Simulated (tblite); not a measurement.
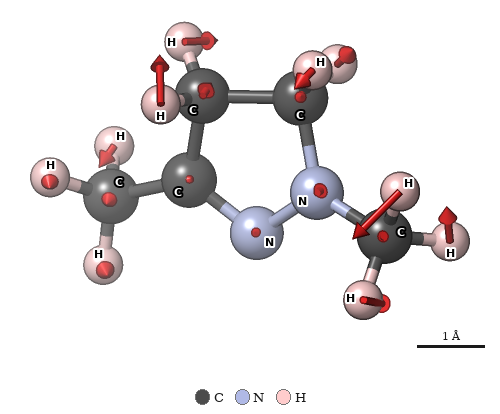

A relaxation of C5H10N2. The starting structure is drawn; red arrows show the displacements, at their true length. The two geometries are superimposed by the best rigid fit.

Style: ball-and-stick. Shown at a tilt.

Method: GFN2-xTB geometry optimisation, gas phase (tblite 0.8.0). 

What did the optimiser do to the structure, and how much energy did it gain?

Answer. An H atom moves most after the best rigid fit: 1.04 Å. By element the largest moves are H 1.04 Å, C 0.39 Å, N 0.30 Å. Among the contacts that change: C–C 1.488 → 1.533 Å, C–H 1.127 → 1.090 Å, C–N 1.307 → 1.272 Å, N–N 1.394 → 1.359 Å. Among the angles between lasting bonds that change: N–N–C 128.0° → 116.1°, H–C–H 115.9° → 108.3°, C–N–C 125.1° → 118.1°. Groups turn about C–C by about 40°, C–C by about 25°. Over 96 geometry steps the energy falls by 82.5 kJ/mol. The run took 0.52 s on 1 thread of Arm Neoverse V1, with other jobs on the host.
